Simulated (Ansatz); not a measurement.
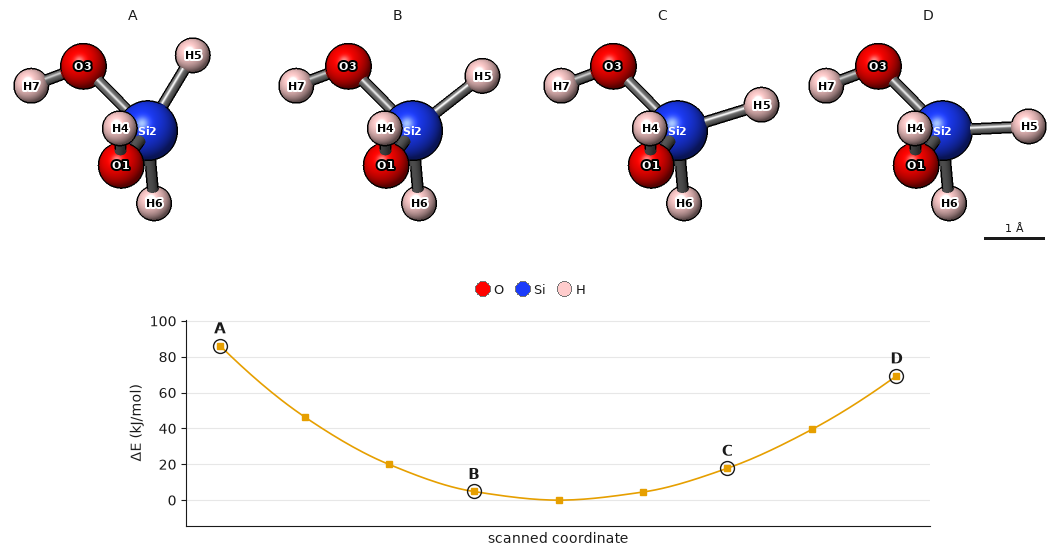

A scan of SiH₄O₂ along one coordinate. A ball-and-stick model, seen onto the plane of the angle, with a slight tilt.

Single-point energies from Ansatz with r2SCAN-D4 in the def2-TZVPP basis, on geometries moved rigidly from the minimum at PBE0-D4/def2-TZVP. Energies are counted from the PBE0-D4/def2-TZVP minimum geometry at the same level.

Which coordinate changes from frame to frame?

Answer. The H5–Si2–O3 angle is varied, with the rest of the molecule carried along rigidly. In the frames the angle is 73.8° (A), 96.3° (B), 118.8° (C), 133.8° (D). Of the computed points the lowest is at the angle 103.8°, 0.0 kJ/mol. The end points stand at 86.1 kJ/mol (73.8°) and 69.4 kJ/mol (133.8°). The curvature at the lowest point is about 5.7 eV/rad².
